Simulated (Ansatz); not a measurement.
# BiN (model cell, started as zinc blende): from the cell to its phonons, part 2 of 2

The cell of BiN (model cell, started as zinc blende) is at rest. What are its phonons? After the zone centre comes a 4×4×4 q mesh on a 16×16×16 k mesh.

Ansatz 0.2.0; DFT PBEsol, scalar-relativistic, plane waves, PAW.

So far. Step 2 (Modes at Γ): Before it was imposed, the acoustic sum rule was missed by 6.5e-5 eV/Å². Small misses are needed for a sound result but don't prove that mesh and cutoff are converged. The lowest optical mode is real, 310 cm⁻¹.

The structure was built from a prototype and need not be the compound's stable phase.

### Step 3. Response at finite wavevector (continued)

Interpolated from a 4×4×4 q mesh. Phonon branches along the path, in cm⁻¹:

```csv
point,branch 1,branch 2,branch 3,branch 4,branch 5,branch 6
Γ,0,0,0,310,310,310
X,-107,-107,109,111,111,273
U,-37,-36,112,136,172,283
jump to K,-37,-36,112,136,172,283
Γ,0,0,0,310,310,310
L,33,33,124,289,289,302
W,-80,52,114,138,153,252
X,-107,-107,109,111,111,273
```

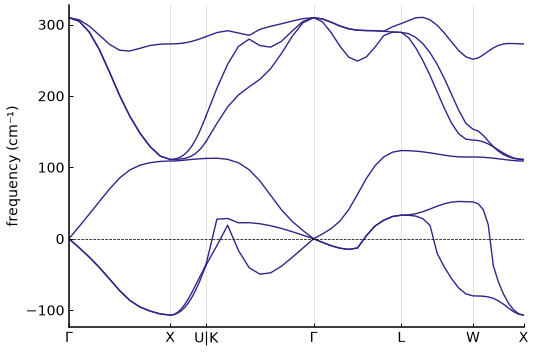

Phonon branches along the path.

The phonon density of states has structure finer than the step of the table below, so its rows give means over 25 cm⁻¹, whole bins alone (the curve runs from -108 to 312 cm⁻¹). Peaks (cm⁻¹: height): -47.5: 0.0196, 32.5: 0.0247, 112.5: 0.0674, 292.5: 0.0376.

Tetrahedra on a 20×20×20 mesh, mean over bins of 5 cm-1. Interpolated from a 4×4×4 q mesh. Phonon density of states against wavenumber; means over each step:

```csv
wavenumber (cm⁻¹),phonon density of states (1/cm⁻¹/cell)
-75,0.0116
-50,0.0176
-25,0.0141
0,0.00884
25,0.0183
50,0.00940
75,0.00401
100,0.0194
125,0.0198
150,0.00965
175,0.0108
200,0.0124
225,0.0137
250,0.0143
275,0.0283
300,0.0247
```

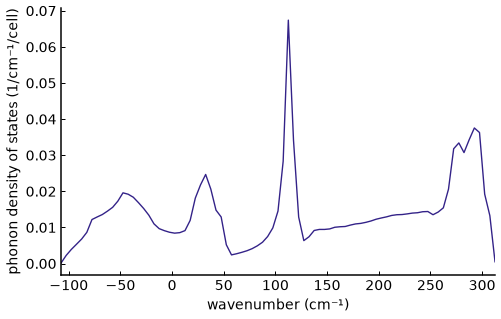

Phonon density of states against wavenumber.

The partial phonon density of states has structure finer than the step of the table below, so its rows give means over 50 cm⁻¹, whole bins alone (the curve runs from -116 to 330 cm⁻¹). Peaks (cm⁻¹: height): Bi -40.6: 0.0187, 32.5: 0.0224, 113.9: 0.0527; N -77.1: 0.00594, 290.9: 0.0375.

Phonopy on the run's constants, 17x17x17 mesh, Gaussian sigma 3.2 cm-1. Interpolated from a 4×4×4 q mesh. Partial phonon density of states against wavenumber; means over each step; values in 1/cm⁻¹/cell:

```csv
wavenumber (cm⁻¹),Bi,N
-50,0.0118,0.00442
0,0.00882,0.00137
50,0.0100,0.00164
100,0.0181,7.9e-4
150,0.00421,0.00513
200,0.00274,0.00955
250,0.00167,0.0149
300,8.3e-4,0.0198
```

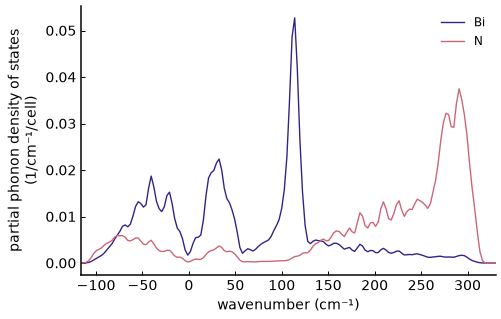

Partial phonon density of states, plotted against wavenumber.

Second derivatives of the energy by pair, one row for each kind of neighbour of each atom listed. Each entry sums the pair over the periodic images of the supercell that the q mesh stands for, and in a polar crystal it holds the long-range dipole part too. Force constants by pair, by row:

```csv
atom,neighbour,distance (Å),third of the trace (eV/Å²),along the pair's line (eV/Å²)
Bi1,itself,0,7.256,–
Bi1,N,2.373,-1.238,-2.667
Bi1,Bi,3.875,-0.1571,-0.7612
Bi1,N,4.544,0.0295,-0.0486
Bi1,Bi,5.48,-0.1463,-0.1681
Bi1,N,5.972,3.00e-4,-0.0561
Bi1,Bi,6.712,-0.0035,-0.0123
Bi1,N,7.119,0.0261,0.0534
Bi1,N,7.119,-0.0647,-0.0578
N2,itself,0,2.689,–
N2,Bi,2.373,-1.238,-2.667
N2,N,3.875,0.1467,0.0119
N2,Bi,4.544,0.0295,-0.0486
N2,N,5.48,-0.2227,-0.2317
N2,Bi,5.972,3.00e-4,-0.0561
N2,N,6.712,0.0368,0.0909
N2,Bi,7.119,0.0261,0.0534
N2,Bi,7.119,-0.0647,-0.0578
```

Symmetry leaves 8 wavevectors to solve. The lowest mode among them, the acoustic zeros apart, lies at q = (0, -0.5, -0.5) and is imaginary, 107.0i cm⁻¹, so the energy falls along it.

### Step 4. Isotope substitution

An isotope changes the mass and not the force constants, so no new electronic calculation is needed; the shifts show which modes move this element.

The same force constants with the mass of N changed from 14.007 to 15.000 u (phonopy, no LO-TO term). Both lists are sorted by frequency; levels can cross, so a row need not hold one and the same mode. Modes under 3 cm⁻¹ are left out. Isotope shifts, by row:

```csv
q,rank,natural mass (cm⁻¹),changed mass (cm⁻¹)
0 0 0,4,309.7,299.9
0 0 0,5,309.7,299.9
0 0 0,6,309.7,299.9
0 0 0.25,1,-12.96,-12.92
0 0 0.25,2,-12.96,-12.92
0 0 0.25,3,62.11,61.83
0 0 0.25,4,248.9,241.6
0 0 0.25,5,292.1,283.1
0 0 0.25,6,292.1,283.1
0 0 -0.5,1,32.99,32.89
0 0 -0.5,2,32.99,32.89
0 0 -0.5,3,123.5,123.4
0 0 -0.5,4,289.1,280.1
0 0 -0.5,5,289.1,280.1
0 0 -0.5,6,301.5,291.4
0 0.25 0.25,1,-72.69,-71.99
0 0.25 0.25,2,-72.69,-71.99
0 0.25 0.25,3,85.05,84.94
0 0.25 0.25,4,200.6,195.8
0 0.25 0.25,5,200.6,195.8
0 0.25 0.25,6,264,255.5
```

A mode of this element alone would shift by -3.37 %. The highest zone-centre frequency without the field goes from 309.7 to 299.9 cm⁻¹ (-3.2 %). The product of the frequency ratios over all optical modes at Γ is 0.908; the product rule, (m/m′)^(3k/2) (M′/M)^(3/2) with k = 1 such atoms and M the mass of the cell, gives 0.908.

### Step 5. Outcome

```
space group (within 0.01 Å)                             : F-43m
volume per atom                                         : 20.6 Å³
electronic character                                    : no gap on this mesh
highest optical mode at the zone centre (no LO-TO term) : 310 cm⁻¹
lowest optical zone-centre mode                         : 310 cm⁻¹
lowest mode on the q mesh (acoustic modes at Γ apart)   : -107 cm⁻¹
highest frequency on the path or at a solved wavevector : 310 cm⁻¹
imaginary modes on the 4×4×4 q mesh                     : yes
```

Modes are clearly imaginary (beyond 10i cm⁻¹) at 6 of the 8 irreducible wavevectors, most at q = (0, -0.5, -0.5) (107.0i cm⁻¹), so this structure is not a minimum of the energy. The optical modes at Γ form one degenerate level at 310 cm⁻¹. The highest mode in this list at Γ, 309.7 cm⁻¹, is mostly motion of N (94 % of the kinetic energy). With no gap, or one that is small against the smearing, the frequencies hang on the k mesh and the smearing, most of all near Kohn anomalies. Spin-orbit coupling is left out, which can matter for the heavy elements here. A phonon run warned that its eigensolver left some bands unconverged in a pass. The starting cell was built on a prototype and not taken from a measurement, so the phase need not exist. These are harmonic frequencies at zero temperature: anharmonic shifts, linewidths and thermal expansion are left out.

[Logs are printed without paths, hosts, clocks, repeated set-up lines and the standing remarks that a program may print on its own settings, such as how far it seeks lower states.]

[Hosts, paths, dates, database ids (printed as entryN), source tags and the programs' standing remarks are cut or masked in the printed files.]
